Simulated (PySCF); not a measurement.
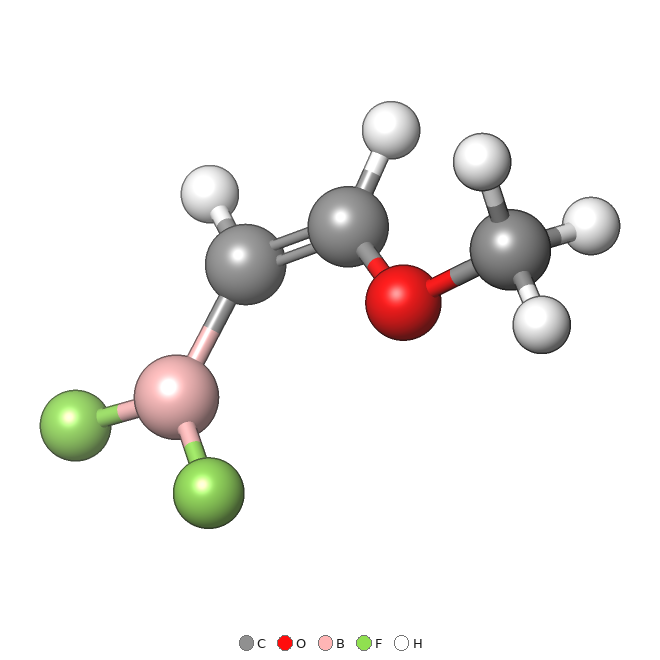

The picture shows a molecular structure as a ball-and-stick model. Multiple sticks mark multiple bonds (one Kekulé form).

The geometry was computed by an optimisation with GFN2-xTB. No frequency run is at hand to confirm it as a minimum.

Give the formula.

C3H5BF2O, 12 atoms: 3 carbon, 5 hydrogen, 1 boron, 2 fluorine and 1 oxygen.

Name some functional groups or characteristic bonds that it holds.

Among them: ether, alkene.

Give the symmetry (Schoenflies symbol).

Cs.

How many bonds of each kind are drawn?

5 C–H, 2 C–O, 2 B–F, 1 C–C, 1 C–B.

Does it have rings?

It has no ring.

More results for the same structure follow; atom numbers are the same in all pictures, views and colours differ.

## Geometry

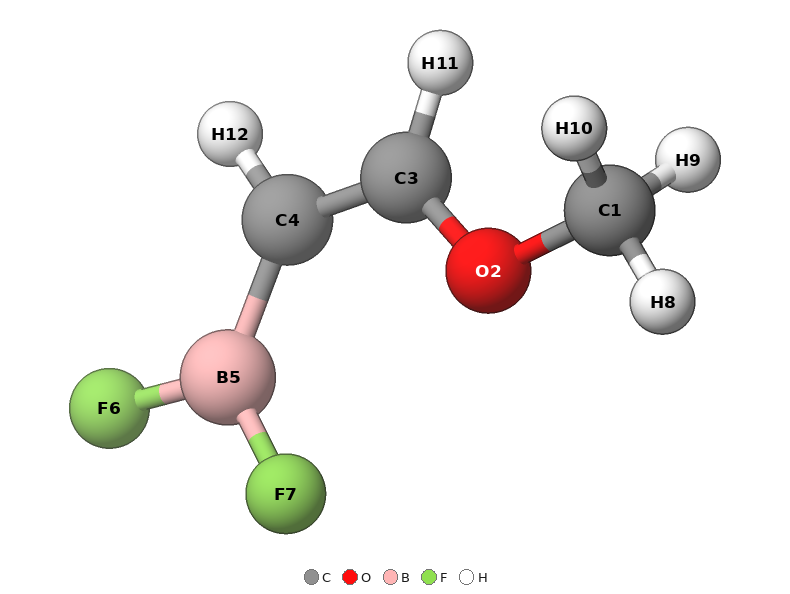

The atoms are numbered. No frequency run is at hand to confirm it as a minimum.

Which atoms are bonded, and how long are the bonds?

```csv
bond,length (Å),order
C1–O2,1.411,single
C1–H8,1.088,single
C1–H9,1.094,single
C1–H10,1.094,single
O2–C3,1.334,single
C3–C4,1.344,double
C3–H11,1.089,single
C4–B5,1.535,single
C4–H12,1.079,single
B5–F6,1.327,single
B5–F7,1.322,single
```

## Excitation

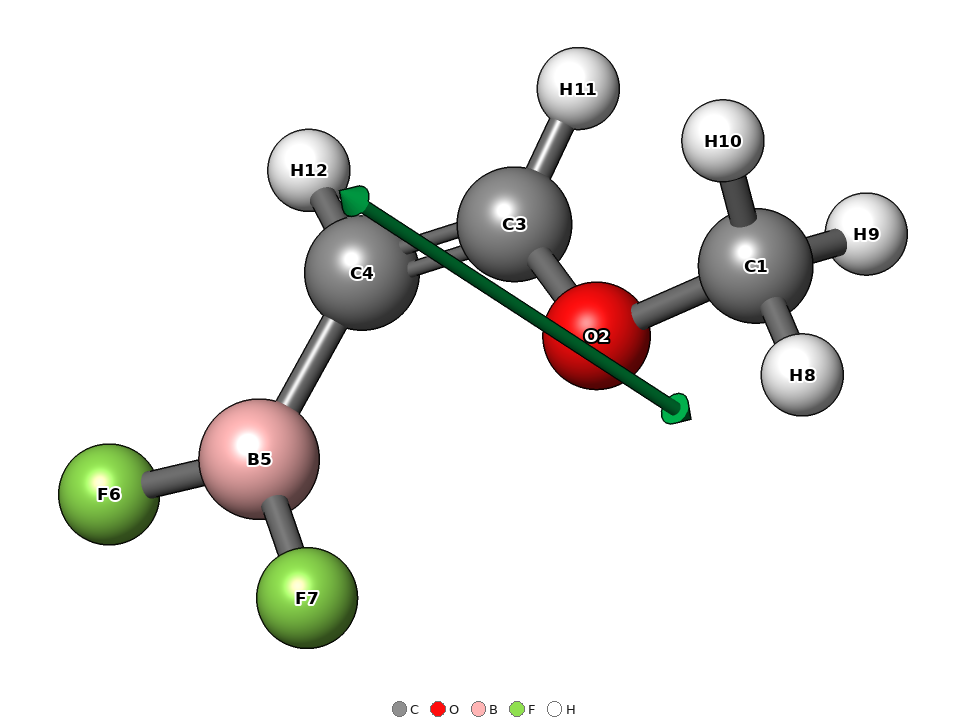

The double arrow shows the direction of the transition dipole to excited singlet state 2 (its length means nothing). No frequency run is at hand to confirm it as a minimum. Properties computed with TDDFT PBE0/def2-SVPD, vertical, gas phase, core orbitals frozen in the response (PySCF 2.14.0).

Give its energy, strength and character.

6.60 eV (188 nm), oscillator strength 0.036, mainly HOMO → LUMO+1 (weight 0.94); transition dipole 1.20 D.

## NMR shielding

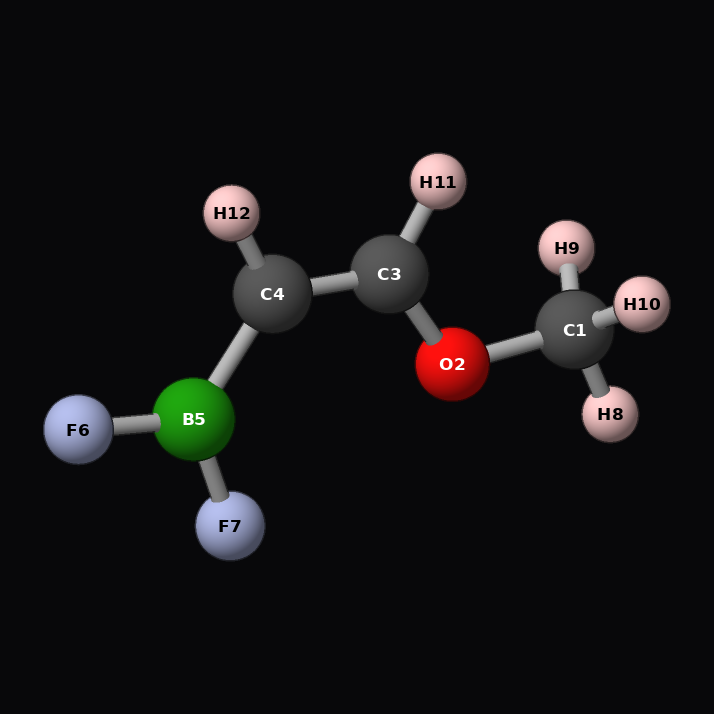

No frequency run is at hand to confirm it as a minimum. Properties computed with GIAO PBE0/pcSseg-1 NMR shielding, non-relativistic, gas phase (PySCF 2.14.0). Principal shieldings σ11 ≤ σ22 ≤ σ33, span Ω = σ33 − σ11, skew κ = 3(σiso − σ22)/Ω.

Give the shielding tensors of the O atoms.

| atom | σ11 | σ22 | σ33 | σiso | Ω | κ |
| --- | --- | --- | --- | --- | --- | --- |
| O2 | 36.3 | 244.1 | 300.5 | 193.6 | 264.2 | −0.57 |

Shieldings and span in ppm.

## Quadrupole coupling

No frequency run is at hand to confirm it as a minimum. Electric field gradients from the ground-state density, PBE0/pcSseg-1 (PySCF 2.14.0), non-relativistic apart from any core potentials.

Give the largest field-gradient component, the quadrupole coupling constant and the asymmetry for 17O at O2 (Q = −25.6 mb), 11B at B5 (Q = 40.59 mb).

| atom | V_zz (a.u.) | e²qQ/h (MHz) | η |
| --- | --- | --- | --- |
| O2 | 1.837 | −11.05 | 0.53 |
| B5 | 0.336 | 3.20 | 0.69 |

The geometry is semi-empirical. Around B such bond lengths and angles can be off by a tenth of an ångström or more and by several degrees, and values that hang on the shape move with them.
